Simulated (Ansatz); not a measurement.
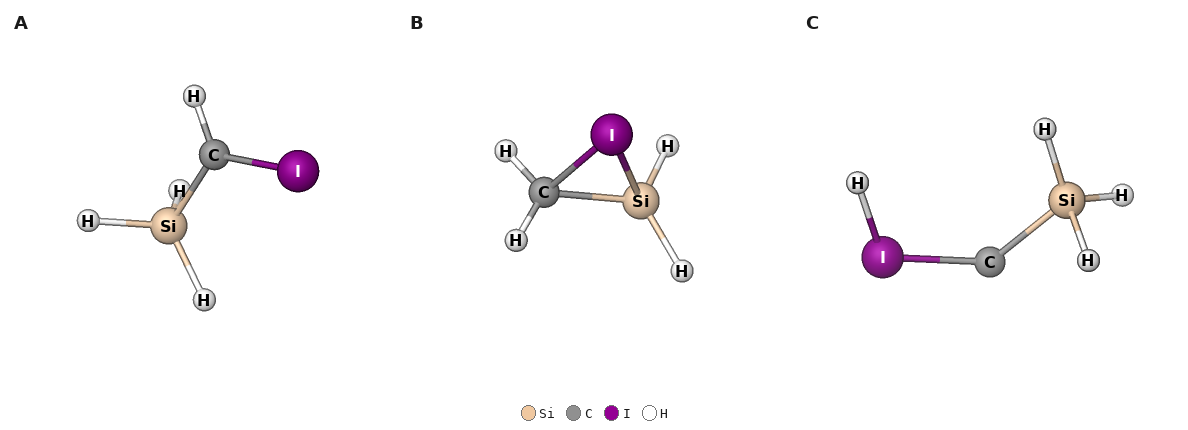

3 stationary structures of one formula. State: charge +1, singlet. Geometries: PBE-D4/def2-SVP. Electronic energies: PBE-D4/def2-SVP (Ansatz 0.2.0), without zero-point energy. No frequency run is at hand to confirm each as a minimum. Each is one conformer, not always the lowest.

### Which is lowest in energy, and by how much?

B is lowest (Cs); A lies 158.3 kJ/mol above it, C lies 465.8 kJ/mol above it (C1).
